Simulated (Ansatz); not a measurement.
# BNH (doublet): PBE0, B3LYP over a scan of the distance B1–H3, 6-31G, part 2 of 2

Ansatz 0.2.0, Gaussian basis; 6-31G, all electrons in the functionals. The steps go on from the part before.

## Step 15: B3LYP, 1.174 Å

Input file in.yaml:

```yaml
crystal:
  periodic: [false, false, false]
  atoms:
    - {symbol: B, position_ang: [0.000000, 0.000000, 0.043923]}
    - {symbol: N, position_ang: [0.000000, 0.000000, -1.261739]}
    - {symbol: H, position_ang: [0.000000, 0.000000, 1.217815]}
basis:
  gaussian: {orbitals: 6-31G}
magnetization: {spin_polarized: true, initial_magnetization: 1}
hamiltonian: {xc: {name: B3LYP}}
```

Run with:

```console
$ ansatz run in.yaml --threads 1 --pin off --events-out ev --progress --plain --max-ram 2393MiB
```

The program printed (excerpt; [...] marks lines left out):

```text
Functional definition: B3LYP
  name "B3LYP"
  cite "Stephens, Devlin, Chabalowski & Frisch, J. Phys. Chem. 98, 11623 (1994) doi:10.1021/j100096a001"
  cite "Becke, Phys. Rev. A 38, 3098 (1988) doi:10.1103/PhysRevA.38.3098"
  cite "Lee, Yang & Parr, Phys. Rev. B 37, 785 (1988) doi:10.1103/PhysRevB.37.785"
  cite "Vosko, Wilk & Nusair, Can. J. Phys. 58, 1200 (1980) doi:10.1139/p80-159"
[...]
290 factors; integrals over basis functions are off by at most 2.0e-4 eV
[...]
mean field -2178.81412962 eV, -80.0699424103 hartree, gradient 7.4e-6 eV, S^2 0.752369; 1 other end points of the search recorded, 0 dependent functions left out
reference -2178.81427389 eV, -80.0699477120 hartree; 7, 6 occupied and 13, 14 virtual orbitals, 290 factors
Total energy: -2178.81427389 eV, -80.0699477120 hartree
```

It took 0.48 s on 1 thread of Intel Xeon at 2.80GHz, shared host.

From the report: ⟨S²⟩ of the determinant 0.752 (pure doublet: 0.75).

## Step 16: B3LYP, 1.288 Å

Input file in.yaml:

```yaml
crystal:
  periodic: [false, false, false]
  atoms:
    - {symbol: B, position_ang: [0.000000, 0.000000, 0.005887]}
    - {symbol: N, position_ang: [0.000000, 0.000000, -1.299775]}
    - {symbol: H, position_ang: [0.000000, 0.000000, 1.293887]}
basis:
  gaussian: {orbitals: 6-31G}
magnetization: {spin_polarized: true, initial_magnetization: 1}
hamiltonian: {xc: {name: B3LYP}}
```

Same command.

The program printed (excerpt; [...] marks lines left out):

```text
Functional definition: B3LYP
  name "B3LYP"
  cite "Stephens, Devlin, Chabalowski & Frisch, J. Phys. Chem. 98, 11623 (1994) doi:10.1021/j100096a001"
  cite "Becke, Phys. Rev. A 38, 3098 (1988) doi:10.1103/PhysRevA.38.3098"
  cite "Lee, Yang & Parr, Phys. Rev. B 37, 785 (1988) doi:10.1103/PhysRevB.37.785"
  cite "Vosko, Wilk & Nusair, Can. J. Phys. 58, 1200 (1980) doi:10.1139/p80-159"
[...]
290 factors; integrals over basis functions are off by at most 2.2e-4 eV
[...]
mean field -2178.65035221 eV, -80.0639237013 hartree, gradient 1.6e-5 eV, S^2 0.752405; 1 other end points of the search recorded, 0 dependent functions left out
reference -2178.65049943 eV, -80.0639291118 hartree; 7, 6 occupied and 13, 14 virtual orbitals, 290 factors
Total energy: -2178.65049943 eV, -80.0639291118 hartree
```

It took 0.48 s on 1 thread of Intel Xeon at 2.80GHz, shared host.

From the report: ⟨S²⟩ of the determinant 0.752 (pure doublet: 0.75).

From 1.174 Å: +0.164 eV.

## Step 17: B3LYP, 1.430 Å

Input file in.yaml:

```yaml
crystal:
  periodic: [false, false, false]
  atoms:
    - {symbol: B, position_ang: [0.000000, 0.000000, -0.041446]}
    - {symbol: N, position_ang: [0.000000, 0.000000, -1.347108]}
    - {symbol: H, position_ang: [0.000000, 0.000000, 1.388554]}
basis:
  gaussian: {orbitals: 6-31G}
magnetization: {spin_polarized: true, initial_magnetization: 1}
hamiltonian: {xc: {name: B3LYP}}
```

Launched as before.

The program printed (excerpt; [...] marks lines left out):

```text
Functional definition: B3LYP
  name "B3LYP"
  cite "Stephens, Devlin, Chabalowski & Frisch, J. Phys. Chem. 98, 11623 (1994) doi:10.1021/j100096a001"
  cite "Becke, Phys. Rev. A 38, 3098 (1988) doi:10.1103/PhysRevA.38.3098"
  cite "Lee, Yang & Parr, Phys. Rev. B 37, 785 (1988) doi:10.1103/PhysRevB.37.785"
  cite "Vosko, Wilk & Nusair, Can. J. Phys. 58, 1200 (1980) doi:10.1139/p80-159"
[...]
290 factors; integrals over basis functions are off by at most 2.3e-4 eV
[...]
mean field -2178.18244342 eV, -80.0467283706 hartree, gradient 1.6e-5 eV, S^2 0.752502; 1 other end points of the search recorded, 0 dependent functions left out
reference -2178.18259356 eV, -80.0467338881 hartree; 7, 6 occupied and 13, 14 virtual orbitals, 290 factors
Total energy: -2178.18259356 eV, -80.0467338881 hartree
```

It took 0.45 s on 1 thread of Intel Xeon at 2.80GHz, shared host.

From the report: ⟨S²⟩ of the determinant 0.753 (pure doublet: 0.75).

From 1.174 Å: +0.632 eV.

## Step 18: B3LYP, 1.622 Å

Input file in.yaml:

```yaml
crystal:
  periodic: [false, false, false]
  atoms:
    - {symbol: B, position_ang: [0.000000, 0.000000, 0.105446]}
    - {symbol: N, position_ang: [0.000000, 0.000000, 1.411108]}
    - {symbol: H, position_ang: [0.000000, 0.000000, -1.516554]}
basis:
  gaussian: {orbitals: 6-31G}
magnetization: {spin_polarized: true, initial_magnetization: 1}
hamiltonian: {xc: {name: B3LYP}}
```

Same command.

The program printed (excerpt; [...] marks lines left out):

```text
Functional definition: B3LYP
  name "B3LYP"
  cite "Stephens, Devlin, Chabalowski & Frisch, J. Phys. Chem. 98, 11623 (1994) doi:10.1021/j100096a001"
  cite "Becke, Phys. Rev. A 38, 3098 (1988) doi:10.1103/PhysRevA.38.3098"
  cite "Lee, Yang & Parr, Phys. Rev. B 37, 785 (1988) doi:10.1103/PhysRevB.37.785"
  cite "Vosko, Wilk & Nusair, Can. J. Phys. 58, 1200 (1980) doi:10.1139/p80-159"
[...]
290 factors; integrals over basis functions are off by at most 2.3e-4 eV
[...]
mean field -2177.36066543 eV, -80.0165285864 hartree, gradient 1.9e-5 eV, S^2 0.752893; 1 other end points of the search recorded, 0 dependent functions left out
reference -2177.36081884 eV, -80.0165342243 hartree; 7, 6 occupied and 13, 14 virtual orbitals, 290 factors
Total energy: -2177.36081884 eV, -80.0165342243 hartree
```

Run time: 0.42 s. Hardware: 1 thread of Intel Xeon at 2.80GHz, shared host.

From the report: ⟨S²⟩ of the determinant 0.753 (pure doublet: 0.75).

From 1.174 Å: +1.453 eV.

## Step 19: B3LYP, 1.865 Å

Input file in.yaml:

```yaml
crystal:
  periodic: [false, false, false]
  atoms:
    - {symbol: B, position_ang: [0.000000, 0.000000, -0.186446]}
    - {symbol: N, position_ang: [0.000000, 0.000000, -1.492108]}
    - {symbol: H, position_ang: [0.000000, 0.000000, 1.678554]}
basis:
  gaussian: {orbitals: 6-31G}
magnetization: {spin_polarized: true, initial_magnetization: 1}
hamiltonian: {xc: {name: B3LYP}}
```

Launched as before.

The program printed (excerpt; [...] marks lines left out):

```text
Functional definition: B3LYP
  name "B3LYP"
  cite "Stephens, Devlin, Chabalowski & Frisch, J. Phys. Chem. 98, 11623 (1994) doi:10.1021/j100096a001"
  cite "Becke, Phys. Rev. A 38, 3098 (1988) doi:10.1103/PhysRevA.38.3098"
  cite "Lee, Yang & Parr, Phys. Rev. B 37, 785 (1988) doi:10.1103/PhysRevB.37.785"
  cite "Vosko, Wilk & Nusair, Can. J. Phys. 58, 1200 (1980) doi:10.1139/p80-159"
[...]
290 factors; integrals over basis functions are off by at most 1.9e-4 eV
[...]
mean field -2176.28455279 eV, -79.9769821764 hartree, gradient 2.1e-5 eV, S^2 0.755977; 4 other end points of the search recorded, 0 dependent functions left out
reference -2176.28471053 eV, -79.9769879731 hartree; 7, 6 occupied and 13, 14 virtual orbitals, 290 factors
Total energy: -2176.28471053 eV, -79.9769879731 hartree
```

Wall time 0.84 s (1 thread of Intel Xeon at 2.80GHz, shared host).

From the report: ⟨S²⟩ of the determinant 0.756 (pure doublet: 0.75).

From 1.174 Å: +2.530 eV.

## Step 20: B3LYP, 2.177 Å

Input file in.yaml:

```yaml
crystal:
  periodic: [false, false, false]
  atoms:
    - {symbol: B, position_ang: [0.000000, 0.000000, -0.290446]}
    - {symbol: N, position_ang: [0.000000, 0.000000, -1.596108]}
    - {symbol: H, position_ang: [0.000000, 0.000000, 1.886554]}
basis:
  gaussian: {orbitals: 6-31G}
magnetization: {spin_polarized: true, initial_magnetization: 1}
hamiltonian: {xc: {name: B3LYP}}
```

Launched as before.

The program printed (excerpt; [...] marks lines left out):

```text
Functional definition: B3LYP
  name "B3LYP"
  cite "Stephens, Devlin, Chabalowski & Frisch, J. Phys. Chem. 98, 11623 (1994) doi:10.1021/j100096a001"
  cite "Becke, Phys. Rev. A 38, 3098 (1988) doi:10.1103/PhysRevA.38.3098"
  cite "Lee, Yang & Parr, Phys. Rev. B 37, 785 (1988) doi:10.1103/PhysRevB.37.785"
  cite "Vosko, Wilk & Nusair, Can. J. Phys. 58, 1200 (1980) doi:10.1139/p80-159"
[...]
290 factors; integrals over basis functions are off by at most 1.1e-4 eV
[...]
mean field -2175.10516032 eV, -79.9336403026 hartree, gradient 4.2e-5 eV, S^2 0.942493; 8 other end points of the search recorded, 0 dependent functions left out
reference -2175.10532599 eV, -79.9336463906 hartree; 7, 6 occupied and 13, 14 virtual orbitals, 290 factors
Total energy: -2175.10532599 eV, -79.9336463906 hartree
```

Wall time 1.6 s (1 thread of Intel Xeon at 2.80GHz, shared host).

From the report: ⟨S²⟩ of the determinant 0.942 (pure doublet: 0.75).

From 1.174 Å: +3.709 eV.

## Step 21: B3LYP, 2.637 Å

Input file in.yaml:

```yaml
crystal:
  periodic: [false, false, false]
  atoms:
    - {symbol: B, position_ang: [0.000000, 0.000000, -0.443779]}
    - {symbol: N, position_ang: [0.000000, 0.000000, -1.749441]}
    - {symbol: H, position_ang: [0.000000, 0.000000, 2.193221]}
basis:
  gaussian: {orbitals: 6-31G}
magnetization: {spin_polarized: true, initial_magnetization: 1}
hamiltonian: {xc: {name: B3LYP}}
```

Launched as before.

The program printed (excerpt; [...] marks lines left out):

```text
Functional definition: B3LYP
  name "B3LYP"
  cite "Stephens, Devlin, Chabalowski & Frisch, J. Phys. Chem. 98, 11623 (1994) doi:10.1021/j100096a001"
  cite "Becke, Phys. Rev. A 38, 3098 (1988) doi:10.1103/PhysRevA.38.3098"
  cite "Lee, Yang & Parr, Phys. Rev. B 37, 785 (1988) doi:10.1103/PhysRevB.37.785"
  cite "Vosko, Wilk & Nusair, Can. J. Phys. 58, 1200 (1980) doi:10.1139/p80-159"
[...]
290 factors; integrals over basis functions are off by at most 1.2e-4 eV
[...]
mean field -2174.26719289 eV, -79.9028455676 hartree, gradient 2.9e-6 eV, S^2 1.495170; 10 other end points of the search recorded, 0 dependent functions left out
reference -2174.26737050 eV, -79.9028520944 hartree; 7, 6 occupied and 13, 14 virtual orbitals, 290 factors
Total energy: -2174.26737050 eV, -79.9028520944 hartree
```

Wall time 2.9 s (1 thread of Intel Xeon at 2.80GHz, shared host).

From the report: ⟨S²⟩ of the determinant 1.495 (pure doublet: 0.75). The determinant of B3LYP (⟨S²⟩ 1.50) is far from a pure spin state, so its energy mixes those of several spin states; that is harmless only where they are near-degenerate.

From 1.174 Å: +4.547 eV.

## Step 22: B3LYP, 3.155 Å

Input file in.yaml:

```yaml
crystal:
  periodic: [false, false, false]
  atoms:
    - {symbol: B, position_ang: [0.000000, 0.000000, -0.616446]}
    - {symbol: N, position_ang: [0.000000, 0.000000, -1.922108]}
    - {symbol: H, position_ang: [0.000000, 0.000000, 2.538554]}
basis:
  gaussian: {orbitals: 6-31G}
magnetization: {spin_polarized: true, initial_magnetization: 1}
hamiltonian: {xc: {name: B3LYP}}
```

Launched as before.

The program printed (excerpt; [...] marks lines left out):

```text
Functional definition: B3LYP
  name "B3LYP"
  cite "Stephens, Devlin, Chabalowski & Frisch, J. Phys. Chem. 98, 11623 (1994) doi:10.1021/j100096a001"
  cite "Becke, Phys. Rev. A 38, 3098 (1988) doi:10.1103/PhysRevA.38.3098"
  cite "Lee, Yang & Parr, Phys. Rev. B 37, 785 (1988) doi:10.1103/PhysRevB.37.785"
  cite "Vosko, Wilk & Nusair, Can. J. Phys. 58, 1200 (1980) doi:10.1139/p80-159"
[...]
290 factors; integrals over basis functions are off by at most 1.9e-4 eV
[...]
mean field -2174.00227661 eV, -79.8931100739 hartree, gradient 3.0e-6 eV, S^2 1.695226; 12 other end points of the search recorded, 0 dependent functions left out
reference -2174.00246721 eV, -79.8931170784 hartree; 7, 6 occupied and 13, 14 virtual orbitals, 290 factors
Total energy: -2174.00246721 eV, -79.8931170784 hartree
```

Wall time 2.3 s (1 thread of Intel Xeon at 2.80GHz, shared host).

From the report: ⟨S²⟩ of the determinant 1.695 (pure doublet: 0.75). The determinant of B3LYP (⟨S²⟩ 1.70) is far from a pure spin state, so its energy mixes those of several spin states; that is harmless only where they are near-degenerate.

From 1.174 Å: +4.812 eV.

## Step 23: B3LYP, 4.046 Å

Input file in.yaml:

```yaml
crystal:
  periodic: [false, false, false]
  atoms:
    - {symbol: B, position_ang: [0.000000, 0.000000, -0.913446]}
    - {symbol: N, position_ang: [0.000000, 0.000000, -2.219108]}
    - {symbol: H, position_ang: [0.000000, 0.000000, 3.132554]}
basis:
  gaussian: {orbitals: 6-31G}
magnetization: {spin_polarized: true, initial_magnetization: 1}
hamiltonian: {xc: {name: B3LYP}}
```

Same command.

The program printed (excerpt; [...] marks lines left out):

```text
Functional definition: B3LYP
  name "B3LYP"
  cite "Stephens, Devlin, Chabalowski & Frisch, J. Phys. Chem. 98, 11623 (1994) doi:10.1021/j100096a001"
  cite "Becke, Phys. Rev. A 38, 3098 (1988) doi:10.1103/PhysRevA.38.3098"
  cite "Lee, Yang & Parr, Phys. Rev. B 37, 785 (1988) doi:10.1103/PhysRevB.37.785"
  cite "Vosko, Wilk & Nusair, Can. J. Phys. 58, 1200 (1980) doi:10.1139/p80-159"
[...]
290 factors; integrals over basis functions are off by at most 2.7e-4 eV
[...]
mean field -2173.91523880 eV, -79.8899114934 hartree, gradient 1.9e-6 eV, S^2 1.748557; 10 other end points of the search recorded, 0 dependent functions left out
reference -2173.91545146 eV, -79.8899193085 hartree; 7, 6 occupied and 13, 14 virtual orbitals, 290 factors
Total energy: -2173.91545146 eV, -79.8899193085 hartree
```

Run time: 2 s. Hardware: 1 thread of Intel Xeon at 2.80GHz, shared host.

From the report: ⟨S²⟩ of the determinant 1.749 (pure doublet: 0.75). The determinant of B3LYP (⟨S²⟩ 1.75) is far from a pure spin state, so its energy mixes those of several spin states; that is harmless only where they are near-degenerate.

From 1.174 Å: +4.899 eV.

## Step 24: Against the wave-function levels

The yardstick is full CI for this spin, exact in this basis with these frozen cores. It comes from earlier runs at the same points. Energies in eV, counted from 1.174 Å; blanks weren't run or aren't comparable.

```
level  0.940 Å  1.068 Å  1.174 Å  1.288 Å  1.430 Å  1.622 Å  1.865 Å  2.177 Å  2.637 Å  3.155 Å  4.046 Å
  FCI    1.185    0.201    0.000    0.129    0.549    1.287    2.211    3.147    3.899    3.959    3.963
 PBE0    1.129    0.177    0.000    0.157    0.622    1.447    2.540    3.732    4.484    4.698    4.760
B3LYP    1.098    0.166    0.000    0.164    0.632    1.453    2.530    3.709    4.547    4.812    4.899
```

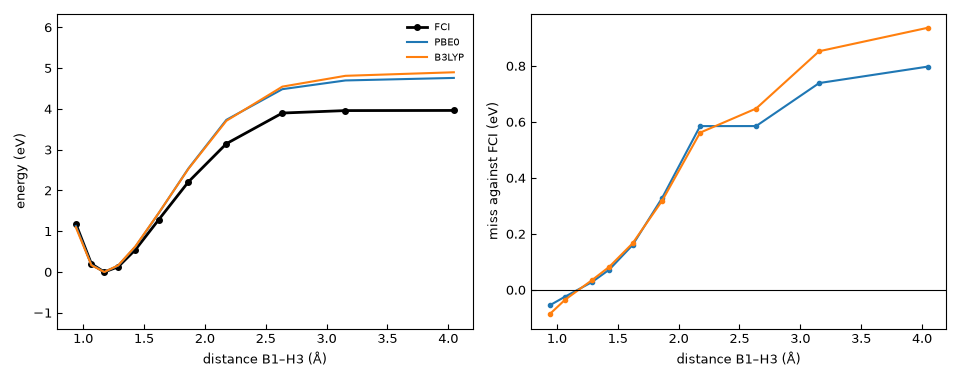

Left: the curves (the axis may cut off levels that run far away). Right: misses against FCI, in the same colours.

Largest miss and mean time a point (FCI took 100 s a point; shared hosts):

```
level  largest miss (eV)    where  time a point
 PBE0             +0.798  4.046 Å         1.3 s
B3LYP             +0.936  4.046 Å         1.1 s
```

## Step 25: Summary of results

The summary covers parts 1 to 2.

```
             quantity                value
span of the FCI curve             3.963 eV
   largest miss, PBE0  +0.798 eV (4.046 Å)
  largest miss, B3LYP  +0.936 eV (4.046 Å)
```

What this shows: Of the functionals, PBE0 keep the smallest largest miss at the points compared (at most 0.798 eV) and B3LYP strays most (0.936 eV, at 4.046 Å). PBE0, B3LYP clearly break the spin symmetry at some points (⟨S²⟩ up to 1.00 above the pure value), so energy there is bought with a mixed spin. Functionals and the yardstick converge differently with the basis, so part of each miss in 6-31G is the basis.
